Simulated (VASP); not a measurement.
Band structure of Ni$_{3}$Al (space group Pm-3m). These are LDA (Ceperley-Alder, Perdew-Zunger), VASP's LDA PAW potentials (set 64) (plane waves; VASP 6.6.1) values and carry that method's errors.

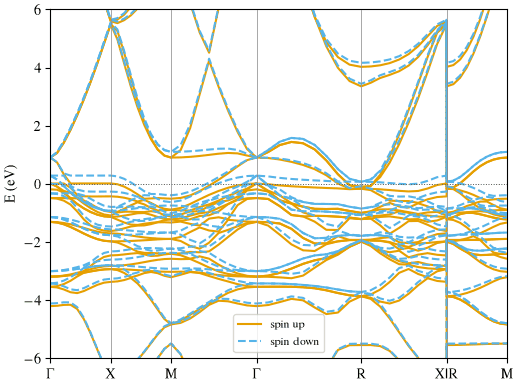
Figure. Bands along high-symmetry lines, zero at the valence-band maximum or, without a gap, the Fermi level

Problem. Read the plot: is there a gap, and where are the band edges?

Solution. It has no gap at this level: it comes out as a metal or semimetal.

The structure is a typed Ni3Al crystal. The cell was not relaxed at this level.
